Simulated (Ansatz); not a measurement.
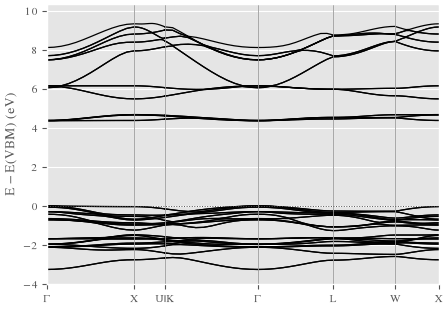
Figure: Band structure from the program Ansatz at the r²SCAN with spin–orbit coupling level (PAW)

Question: Read off the gap and where the band edges lie.

Answer: About 4.4 eV (4.36 eV by a search for the band edges); maximum at Γ, minimum at Γ.

The material is Rb2NaScCl6 in space group Fm-3m (No. 225; Rb on 8c, Na on 4b, Sc on 4a, Cl on 24e).

The workflow started from a Materials Project entry (that database holds measured and hypothetical structures alike); the Crystallography Open Database copy checked does not list it. Its standing as an ambient phase is unchecked. The r²SCAN relaxation kept the symmetry of its start; its stability against distortions is not shown here. The run is not spin-polarised.

Potentials: the later of the program's two PAW sets.
